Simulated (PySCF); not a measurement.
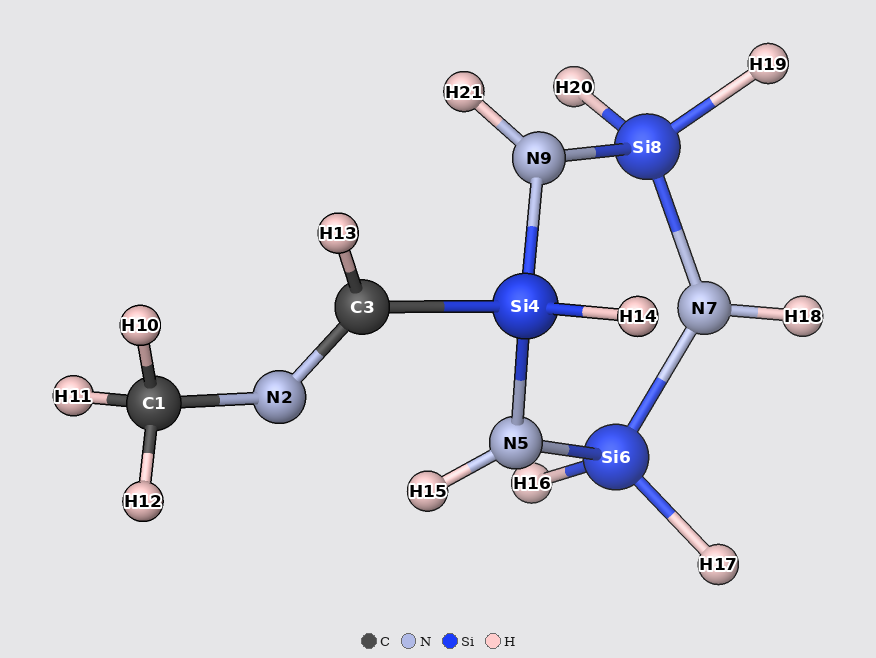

Computed geometry: PBE0-D3(BJ)/def2-SVP optimisation. No frequency run is at hand to confirm it as a minimum. Level of theory: delta-SCF UKS SCAN, pcX-2 on the ionised atom, pcseg-1 elsewhere, spin-free X2C (PySCF 2.14.0).

Give the core-electron binding energies (to vacuum; p and d levels without spin–orbit splitting) of C1 1s, N2 1s, C3 1s, Si4 1s, Si4 2p, N5 1s, Si6 1s, Si6 2p, N7 1s.

| atom | level | binding energy (eV) |
| --- | --- | --- |
| C1 | 1s | 291.5 |
| N2 | 1s | 404.8 |
| C3 | 1s | 291.0 |
| Si4 | 1s | 1846.7 |
| Si4 | 2p | 106.9 |
| N5 | 1s | 403.5 |
| Si6 | 1s | 1846.8 |
| Si6 | 2p | 107.1 |
| N7 | 1s | 404.0 |
